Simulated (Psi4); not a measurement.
Approach curve of the dimer C2H2 ··· H6B3N3 (SMILES C#C and B1NBNBN1), singlet. Monomers: optimised at B3LYP-D3(BJ) (def2-TZVP), held rigid. Orientation: lowest of the rigid-body minima from ten starts at GFN2-xTB. The monomers approach along the line of their centres of mass (distance R); nothing else relaxes.

Computed with SAPT0/jun-cc-pVDZ, frozen core (Psi4).

Components in kJ/mol:

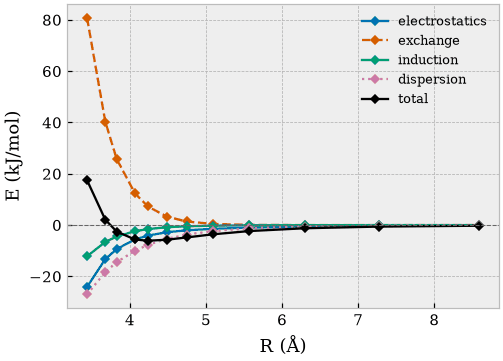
Fig. 1. Components of the interaction energy.

```
R / Å  electrostatics  exchange  induction  dispersion  total
-----  --------------  --------  ---------  ----------  -----
3.44           -24.10     80.80     -12.17      -27.04  17.50
3.68           -13.27     40.26      -6.58      -18.34   2.08
3.83            -9.34     25.72      -4.45      -14.46  -2.53
4.07            -5.60     12.35      -2.39       -9.97  -5.62
4.24            -4.09      7.26      -1.55       -7.72  -6.10
4.49            -2.79      3.27      -0.84       -5.35  -5.71
4.75            -2.03      1.40      -0.47       -3.71  -4.81
5.09            -1.46      0.45      -0.24       -2.36  -3.62
5.57            -1.00      0.09      -0.10       -1.32  -2.34
6.30            -0.61      0.01      -0.04       -0.60  -1.24
7.27            -0.34      0.00      -0.01       -0.24  -0.59
8.59            -0.16      0.00       0.00       -0.09  -0.25
```
